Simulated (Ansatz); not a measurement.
## Run report: AlPH₄F₂, nudged elastic band

The run: nudged elastic band of AlPH₄F₂. Method and program: RHF/def2-SVP (Ansatz 0.2.0).

One setting was made poor on purpose. It belongs to a series of runs on one base structure; here: band between the two ends. Figures and captions count atoms from 1; the log counts them from 0 in places.

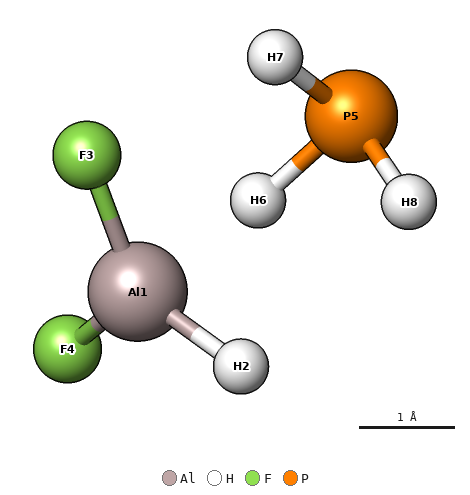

Fig. 1: The starting structure (ball-and-stick view, seen at a tilt; atoms are numbered from 1 in the order of the input). Sticks mark near contacts. Bond lengths as drawn: Al–F 1.64 Å, Al–H 1.55 Å and H–P 1.41 Å.

**Input file**
```yaml
crystal:
  periodic: [false, false, false]
  atoms:
    - { symbol: Al, position_ang: [0.023327, 0.3026, -0.022973] }
    - { symbol: H, position_ang: [-0.144003, 0.950476, 1.376291] }
    - { symbol: F, position_ang: [1.504812, 0.111869, -0.710387] }
    - { symbol: F, position_ang: [-1.276893, -0.139509, -0.927165] }
    - { symbol: P, position_ang: [0.249749, -3.231455, 1.138765] }
    - { symbol: H, position_ang: [-0.773716, -2.763209, 0.283707] }
    - { symbol: H, position_ang: [1.304803, -2.560391, 0.479429] }
    - { symbol: H, position_ang: [0.059621, -2.248281, 2.138333] }
basis:
  gaussian: { orbitals: def2-SVP }
hamiltonian:
  xc: hf
neb:
  order_check: false
  images: 7
  f_tol: 0.05
  max_iterations: 60
  initial_path: linear
  final_atoms:
    - { symbol: Al, position_ang: [0.04820565, -0.76826568, -0.05980487] }
    - { symbol: H, position_ang: [0.19181216, 0.58075065, 1.98249869] }
    - { symbol: F, position_ang: [1.34666533, 0.22721003, -0.25836268] }
    - { symbol: F, position_ang: [-1.42099177, -0.19247279, -0.52647787] }
    - { symbol: P, position_ang: [0.28672879, -2.9424933, 0.70132334] }
    - { symbol: H, position_ang: [-0.55913157, -3.52631586, -0.2679787] }
    - { symbol: H, position_ang: [1.50498647, -3.1958745, 0.03238231] }
    - { symbol: H, position_ang: [-0.45057507, 0.23956144, 2.15241977] }
```

Machine: 1 thread of Arm Neoverse V1, 24 GiB of memory available, shared host.

Command:
```bash
ansatz run input.yaml --threads 1 --pin off --max-ram 2048MiB --backend cpu --events-out ev --progress --plain --runs-dir out
```

**Log**
```
Engine: ansatz 0.2.0, aarch64-unknown-linux-gnu
Functional definition: HF
  exchange = exact_x
  correlation = 0
839 factors; integrals over basis functions are off by at most 4.0e-4 eV
mean field evaluation 1: about -21320.8655 eV, gradient 3.9e1 eV
mean field evaluation 2: about -21320.8974 eV, gradient 3.9e1 eV
mean field evaluation 4: about -21324.1476 eV, gradient 2.3e0 eV
mean field evaluation 8: about -21324.1913 eV, gradient 1.1e-1 eV
mean field -21324.19141022 eV, -783.6495802693 hartree, gradient 3.6e-5 eV, S^2 0.000000; 0 other end points of the search recorded, 0 dependent functions left out
the calculation of the forces begins
reference -21324.19141022 eV, -783.6495802693 hartree; 25, 25 occupied and 59, 59 virtual orbitals, 839 factors
841 factors; integrals over basis functions are off by at most 5.9e-4 eV
mean field evaluation 16: about -21324.0983 eV, gradient 2.2e0 eV
mean field -21324.14002203 eV, -783.6476917884 hartree, gradient 2.8e-5 eV, S^2 0.000000; 0 other end points of the search recorded, 0 dependent functions left out
[... from here on the field's lines of each further geometry are left out, up to the last ...]
NEB iter   1: max|band force component| = 7.327e0 eV/Å  barrier→ = 5.7680 eV  barrier← = 5.7166 eV  Δτ_max = 0.2000 Å  (306 SCF iters)
NEB iter   2: max|band force component| = 5.343e0 eV/Å  barrier→ = 3.8222 eV  barrier← = 3.7708 eV  Δτ_max = 0.2000 Å  (228 SCF iters)
NEB iter   3: max|band force component| = 5.074e0 eV/Å  barrier→ = 2.6690 eV  barrier← = 2.6176 eV  Δτ_max = 0.1032 Å  (225 SCF iters)
NEB iter   4: max|band force component| = 1.942e0 eV/Å  barrier→ = 2.2601 eV  barrier← = 2.2088 eV  Δτ_max = 0.1014 Å  (212 SCF iters)
NEB iter   5: max|band force component| = 2.603e0 eV/Å  barrier→ = 2.1325 eV  barrier← = 2.0812 eV  Δτ_max = 0.0509 Å  (217 SCF iters)
NEB iter   6: max|band force component| = 8.702e-1 eV/Å  barrier→ = 2.0938 eV  barrier← = 2.0424 eV  Δτ_max = 0.1032 Å  (218 SCF iters)
NEB iter   7: max|band force component| = 5.639e-1 eV/Å  barrier→ = 2.0152 eV  barrier← = 1.9638 eV  Δτ_max = 0.0998 Å  (221 SCF iters)
NEB iter   8: max|band force component| = 1.740e0 eV/Å  barrier→ = 2.0261 eV  barrier← = 1.9747 eV  Δτ_max = 0.0505 Å  (214 SCF iters)
NEB iter   9: max|band force component| = 5.122e-1 eV/Å  barrier→ = 2.0189 eV  barrier← = 1.9675 eV  Δτ_max = 0.1024 Å  (223 SCF iters)
NEB iter  10: max|band force component| = 9.262e-1 eV/Å  barrier→ = 2.0249 eV  barrier← = 1.9735 eV  Δτ_max = 0.0502 Å  (221 SCF iters)
NEB iter  11: max|band force component| = 4.795e-1 eV/Å  barrier→ = 2.0140 eV  barrier← = 1.9626 eV  CI = image 4  Δτ_max = 0.0523 Å  (220 SCF iters)
NEB iter  12: max|band force component| = 1.007e-1 eV/Å  barrier→ = 2.0191 eV  barrier← = 1.9677 eV  CI = image 4  Δτ_max = 0.0969 Å  (222 SCF iters)
NEB iter  13: max|band force component| = 3.488e0 eV/Å  barrier→ = 2.0185 eV  barrier← = 1.9671 eV  CI = image 4  Δτ_max = 0.0342 Å  (226 SCF iters)
NEB iter  14: max|band force component| = 1.894e0 eV/Å  barrier→ = 2.0179 eV  barrier← = 1.9665 eV  CI = image 4  Δτ_max = 0.0989 Å  (228 SCF iters)
NEB iter  15: max|band force component| = 1.054e0 eV/Å  barrier→ = 2.0176 eV  barrier← = 1.9662 eV  CI = image 4  Δτ_max = 0.1002 Å  (220 SCF iters)
NEB iter  16: max|band force component| = 4.783e-1 eV/Å  barrier→ = 2.0175 eV  barrier← = 1.9661 eV  CI = image 4  Δτ_max = 0.1997 Å  (219 SCF iters)
NEB iter  17: max|band force component| = 1.518e0 eV/Å  barrier→ = 2.0174 eV  barrier← = 1.9660 eV  CI = image 4  Δτ_max = 0.0990 Å  (223 SCF iters)
NEB iter  18: max|band force component| = 6.184e-1 eV/Å  barrier→ = 2.0173 eV  barrier← = 1.9659 eV  CI = image 4  Δτ_max = 0.1987 Å  (223 SCF iters)
NEB iter  19: max|band force component| = 3.102e0 eV/Å  barrier→ = 2.0173 eV  barrier← = 1.9659 eV  CI = image 4  Δτ_max = 0.0990 Å  (215 SCF iters)
NEB iter  20: max|band force component| = 4.291e-1 eV/Å  barrier→ = 2.0173 eV  barrier← = 1.9659 eV  CI = image 4  Δτ_max = 0.1989 Å  (201 SCF iters)
NEB iter  21: max|band force component| = 6.003e-1 eV/Å  barrier→ = 2.0173 eV  barrier← = 1.9659 eV  CI = image 4  Δτ_max = 0.0989 Å  (190 SCF iters)
NEB iter  22: max|band force component| = 7.607e-1 eV/Å  barrier→ = 2.0173 eV  barrier← = 1.9659 eV  CI = image 4  Δτ_max = 0.0498 Å  (198 SCF iters)
NEB iter  23: max|band force component| = 3.698e-1 eV/Å  barrier→ = 2.0173 eV  barrier← = 1.9659 eV  CI = image 4  Δτ_max = 0.0985 Å  (193 SCF iters)
NEB iter  24: max|band force component| = 1.439e-1 eV/Å  barrier→ = 2.0173 eV  barrier← = 1.9659 eV  CI = image 4  Δτ_max = 0.1961 Å  (212 SCF iters)
NEB iter  25: max|band force component| = 4.558e-1 eV/Å  barrier→ = 2.0173 eV  barrier← = 1.9659 eV  CI = image 4  Δτ_max = 0.0998 Å  (208 SCF iters)
NEB iter  26: max|band force component| = 7.200e-1 eV/Å  barrier→ = 2.0173 eV  barrier← = 1.9659 eV  CI = image 4  Δτ_max = 0.0494 Å  (198 SCF iters)
NEB iter  27: max|band force component| = 3.530e-1 eV/Å  barrier→ = 2.0173 eV  barrier← = 1.9659 eV  CI = image 4  Δτ_max = 0.0247 Å  (186 SCF iters)
NEB iter  28: max|band force component| = 2.448e-1 eV/Å  barrier→ = 2.0173 eV  barrier← = 1.9659 eV  CI = image 4  Δτ_max = 0.0497 Å  (188 SCF iters)
NEB iter  29: max|band force component| = 1.171e-1 eV/Å  barrier→ = 2.0173 eV  barrier← = 1.9659 eV  CI = image 4  Δτ_max = 0.0997 Å  (187 SCF iters)
NEB iter  30: max|band force component| = 8.816e-1 eV/Å  barrier→ = 2.0173 eV  barrier← = 1.9659 eV  CI = image 4  Δτ_max = 0.0493 Å  (186 SCF iters)
NEB iter  31: max|band force component| = 2.197e-1 eV/Å  barrier→ = 2.0173 eV  barrier← = 1.9659 eV  CI = image 4  Δτ_max = 0.0968 Å  (183 SCF iters)
NEB iter  32: max|band force component| = 7.625e-1 eV/Å  barrier→ = 2.0173 eV  barrier← = 1.9659 eV  CI = image 4  Δτ_max = 0.0496 Å  (187 SCF iters)
NEB iter  33: max|band force component| = 4.965e-1 eV/Å  barrier→ = 2.0173 eV  barrier← = 1.9659 eV  CI = image 4  Δτ_max = 0.0996 Å  (187 SCF iters)
NEB iter  34: max|band force component| = 6.159e-1 eV/Å  barrier→ = 2.0173 eV  barrier← = 1.9659 eV  CI = image 4  Δτ_max = 0.0495 Å  (181 SCF iters)
NEB iter  35: max|band force component| = 1.678e-1 eV/Å  barrier→ = 2.0173 eV  barrier← = 1.9659 eV  CI = image 4  Δτ_max = 0.0711 Å  (184 SCF iters)
NEB iter  36: max|band force component| = 2.121e-1 eV/Å  barrier→ = 2.0173 eV  barrier← = 1.9659 eV  CI = image 4  Δτ_max = 0.0360 Å  (182 SCF iters)
NEB iter  37: max|band force component| = 3.774e-1 eV/Å  barrier→ = 2.0173 eV  barrier← = 1.9659 eV  CI = image 4  Δτ_max = 0.0179 Å  (177 SCF iters)
NEB iter  38: max|band force component| = 1.275e-1 eV/Å  barrier→ = 2.0173 eV  barrier← = 1.9659 eV  CI = image 4  Δτ_max = 0.0107 Å  (167 SCF iters)
the calculation of the forces begins
reference -21324.12555589 eV, -783.6471601676 hartree; 25, 25 occupied and 59, 59 virtual orbitals, 841 factors
841 factors; integrals over basis functions are off by at most 1.2e-3 eV
mean field -21322.17409105 eV, -783.5754451573 hartree, gradient 1.0e-5 eV, S^2 0.000000; 1 other end points of the search recorded, 0 dependent functions left out
the calculation of the forces begins
reference -21322.17409105 eV, -783.5754451573 hartree; 25, 25 occupied and 59, 59 virtual orbitals, 841 factors
NEB iter  39: max|band force component| = 2.680e-2 eV/Å  barrier→ = 2.0173 eV  barrier← = 1.9659 eV  CI = image 4  Δτ_max = 0.0000 Å  (444 SCF iters)
```

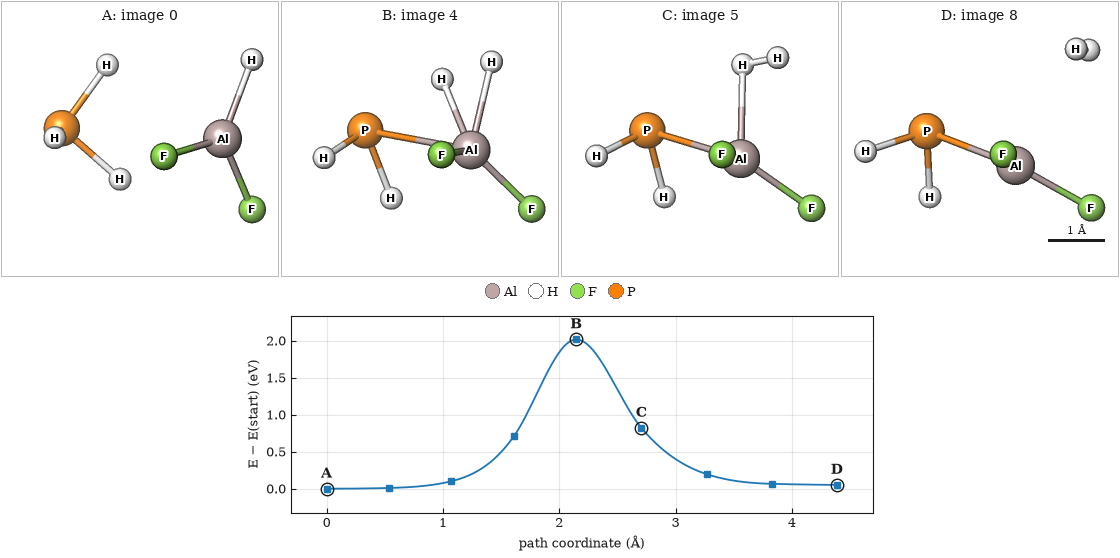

Fig. 2: Images of the last band (counted from 0; ball-and-stick, seen at a tilt) above the energy along the path; the line is a cubic interpolation that uses the forces. The highest image is number 4, 2.017 eV above the start and 1.966 eV above the end (the climbing image); the end lies 0.051 eV above the start. The path is 4.39 Å long. The band converged in 39 iterations.

```
Total energy: -21322.17409105 eV, -783.5754451573 hartree
Atom 0 at     0.033086    -0.318215     0.174656 Å, force     0.000018    -0.000001    -0.000007 eV/Å
Atom 1 at    -0.124845    -0.026788     1.842166 Å, force    -0.000002     0.000003     0.000010 eV/Å
Atom 2 at     1.453948     0.263630    -0.413492 Å, force     0.000001     0.000002    -0.000005 eV/Å
Atom 3 at    -1.385674    -0.082110    -0.622017 Å, force    -0.000012     0.000002    -0.000004 eV/Å
Atom 4 at     0.267162    -2.722614     0.973762 Å, force    -0.000006     0.000004     0.000000 eV/Å
Atom 5 at    -0.714481    -2.927960    -0.021110 Å, force     0.000001     0.000000     0.000002 eV/Å
Atom 6 at     1.402115    -2.670245     0.134299 Å, force     0.000003     0.000000    -0.000001 eV/Å
Atom 7 at     0.016389    -1.093598     1.687736 Å, force    -0.000004    -0.000011     0.000006 eV/Å
Dipole moment:     0.009394    -0.242973     0.274881 e Å
this run last wrote the band of iteration 39 to [file]
```

**The last band as extended XYZ (Å, eV, eV/Å)**
```
8
Properties=species:S:1:pos:R:3:forces:R:3 image=0 energy=-21324.19141
Al    0.0233    0.3026   -0.0230    0.0000   0.0041   0.0077
H    -0.1440    0.9505    1.3763    0.0003  -0.0031  -0.0060
F     1.5048    0.1119   -0.7104   -0.0006  -0.0007  -0.0004
F    -1.2769   -0.1395   -0.9272    0.0002  -0.0008  -0.0012
P     0.2497   -3.2315    1.1388    0.0009  -0.0007   0.0013
H    -0.7737   -2.7632    0.2837   -0.0008   0.0013   0.0002
H     1.3048   -2.5604    0.4794   -0.0005   0.0003   0.0000
H     0.0596   -2.2483    2.1383    0.0004  -0.0005  -0.0017
8
Properties=species:S:1:pos:R:3:forces:R:3 image=1 energy=-21324.18157
Al    0.0184    0.2591    0.1153   -0.0084   0.0089  -0.0101
H    -0.1700    0.8918    1.5184    0.0034   0.0269  -0.0105
F     1.5074    0.0941   -0.5644   -0.0007   0.0078   0.0021
F    -1.2706   -0.1614   -0.8167    0.0027   0.0069   0.0007
P     0.2384   -3.1522    1.1295    0.0006  -0.0151  -0.0036
H    -0.7723   -2.8694    0.1846    0.0012  -0.0021   0.0020
H     1.3102   -2.6953    0.3315    0.0003  -0.0013   0.0018
H     0.0862   -1.9447    1.8578    0.0010  -0.0320   0.0177
8
Properties=species:S:1:pos:R:3:forces:R:3 image=2 energy=-21324.09019
Al    0.0153    0.1029    0.2088   -0.0189   0.1801   0.0374
H    -0.1457    0.6075    1.6655   -0.0196   0.2413  -0.0269
F     1.4898    0.0745   -0.5250   -0.0009  -0.0258  -0.0208
F    -1.2987   -0.1890   -0.7405    0.0071  -0.0261  -0.0227
P     0.2372   -2.9806    1.1148    0.0141  -0.1504  -0.0109
H    -0.7537   -2.8591    0.1176    0.0058   0.0010   0.0034
H     1.3287   -2.6648    0.2781   -0.0050   0.0002   0.0012
H     0.0748   -1.6693    1.6368    0.0175  -0.2202   0.0394
8
Properties=species:S:1:pos:R:3:forces:R:3 image=3 energy=-21323.48380
Al    0.0230   -0.0916    0.2237   -0.1359   1.0598   0.3611
H    -0.1244    0.2236    1.7552   -0.0767   0.8850  -0.1929
F     1.4878    0.1584   -0.4878   -0.0087  -0.1989  -0.1396
F    -1.3404   -0.1329   -0.7001    0.0691  -0.1908  -0.1339
P     0.2371   -2.8006    1.0892    0.0234  -0.4246   0.2721
H    -0.7440   -2.8633    0.0711    0.0197   0.2833   0.1583
H     1.3499   -2.6477    0.2283   -0.1000   0.2710   0.1494
H     0.0587   -1.4239    1.5766    0.2091  -1.6848  -0.4746
8
Properties=species:S:1:pos:R:3:forces:R:3 image=4 energy=-21322.17409
Al    0.0331   -0.3182    0.1747    0.0000   0.0000   0.0000
H    -0.1248   -0.0268    1.8422    0.0000   0.0000   0.0000
F     1.4539    0.2636   -0.4135    0.0000   0.0000   0.0000
F    -1.3857   -0.0821   -0.6220    0.0000   0.0000   0.0000
P     0.2672   -2.7226    0.9738    0.0000   0.0000   0.0000
H    -0.7145   -2.9280   -0.0211    0.0000   0.0000   0.0000
H     1.4021   -2.6702    0.1343    0.0000   0.0000   0.0000
H     0.0164   -1.0936    1.6877    0.0000   0.0000   0.0000
8
Properties=species:S:1:pos:R:3:forces:R:3 image=5 energy=-21323.37001
Al    0.0463   -0.5062    0.0675    0.1326  -0.6875  -0.4791
H    -0.1537   -0.0374    1.9802   -0.0444   0.1371   0.3552
F     1.3839    0.3685   -0.3315   -0.0908   0.1611   0.1671
F    -1.4173   -0.0368   -0.5250    0.0183   0.1769   0.1746
P     0.3150   -2.7127    0.7983    0.0204   0.0728  -0.4480
H    -0.6593   -3.0803   -0.1444    0.0593  -0.5243  -0.2715
H     1.4711   -2.7721    0.0027    0.1281  -0.5144  -0.2667
H    -0.0383   -0.8010    1.9082   -0.2235   1.1783   0.7684
8
Properties=species:S:1:pos:R:3:forces:R:3 image=6 energy=-21323.99437
Al    0.0414   -0.5670    0.0018    0.0163  -0.0668  -0.0820
H    -0.2051    0.1283    2.0993   -0.0396   0.2051   0.0829
F     1.3119    0.4521   -0.2457   -0.0227   0.0311   0.0561
F    -1.4524   -0.0127   -0.4166    0.0045   0.0356   0.0578
P     0.3730   -2.7668    0.6214    0.0163  -0.0495  -0.1296
H    -0.5697   -3.2783   -0.2926    0.0487  -0.1890  -0.1034
H     1.5330   -2.9248   -0.1626    0.0283  -0.1924  -0.1047
H    -0.0844   -0.6086    2.1511   -0.0518   0.2259   0.2229
8
Properties=species:S:1:pos:R:3:forces:R:3 image=7 energy=-21324.12556
Al    0.0316   -0.6421   -0.0026    0.0005  -0.0078  -0.0012
H    -0.1750    0.3526    2.1807    0.0041   0.0241   0.0060
F     1.2619    0.4432   -0.1481   -0.0014  -0.0036   0.0082
F    -1.4828   -0.0875   -0.3342   -0.0003  -0.0054   0.0054
P     0.4222   -2.8746    0.4751    0.0019  -0.0108  -0.0120
H    -0.4923   -3.3959   -0.4660    0.0044  -0.0111  -0.0146
H     1.5824   -3.0035   -0.3194    0.0022  -0.0108  -0.0120
H    -0.2003   -0.3701    2.3706   -0.0114   0.0253   0.0202
8
Properties=species:S:1:pos:R:3:forces:R:3 image=8 energy=-21324.14002
Al   -0.0136   -0.6999    0.0175    0.0182   0.0011  -0.0079
H     0.1306    0.3273    2.2391    0.0093   0.0144   0.0016
F     1.1893    0.4230   -0.0739   -0.0009  -0.0051  -0.0048
F    -1.5466   -0.1889   -0.2936   -0.0095   0.0062   0.0113
P     0.4368   -2.9362    0.4171    0.0028   0.0023   0.0041
H    -0.4102   -3.4356   -0.5973   -0.0008  -0.0017  -0.0035
H     1.6342   -2.9774   -0.3316    0.0019  -0.0064  -0.0026
H    -0.4728   -0.0903    2.3788   -0.0209  -0.0107   0.0018
```

**Summary**

| quantity | value |
| --- | --- |
| outcome | converged |
| barrier, forward | 2.017 eV |
| barrier, backward | 1.966 eV |
| wall time | 5 min |
| peak memory | 0.15 GiB |

**Notes**

A deliberately poor setting: straight start. The order of the saddle point was not checked.
